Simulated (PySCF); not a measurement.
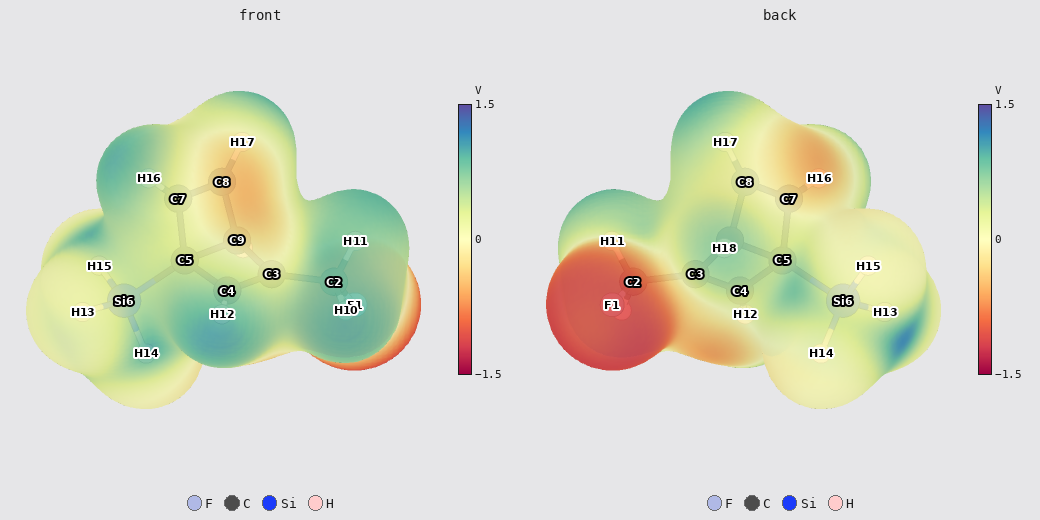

C7H9FSi. The electrostatic potential painted on the density surface at 0.002 e/bohr³, seen from the front and from behind; red is negative and blue positive.

Geometry: GFN2-xTB.

The calculation used PBE0/pcSseg-1, SCF density, gas phase, non-relativistic in PySCF.

```xyz
18

F    -3.1640   -0.9322    0.7471
C    -2.6661   -0.1926   -0.3079
C    -1.1825   -0.1521   -0.2761
C    -0.1989   -0.4604   -1.1210
C     0.9014   -0.0300   -0.1787
Si    2.2771   -1.2330    0.2865
C     1.1719    1.4584   -0.2405
C     0.2045    1.7749    0.6134
C    -0.2549    0.3515    0.8075
H    -3.0341   -0.6623   -1.2261
H    -3.0900    0.8142   -0.1990
H    -0.1587   -0.8250   -2.1303
H     3.1891   -1.3482   -0.8540
H     1.6700   -2.5269    0.5956
H     2.9815   -0.6939    1.4503
H     1.8860    2.0136   -0.8190
H    -0.1754    2.6899    1.0284
H    -0.3658   -0.0396    1.8121
```

**Where is the surface potential most negative and most positive?**

The most negative region (about −1.2 V) lies over F1, the most positive (about +1.0 V) over Si6 and H12.

**What dipole moment does the calculation give?**

Its dipole moment is 1.88 D.
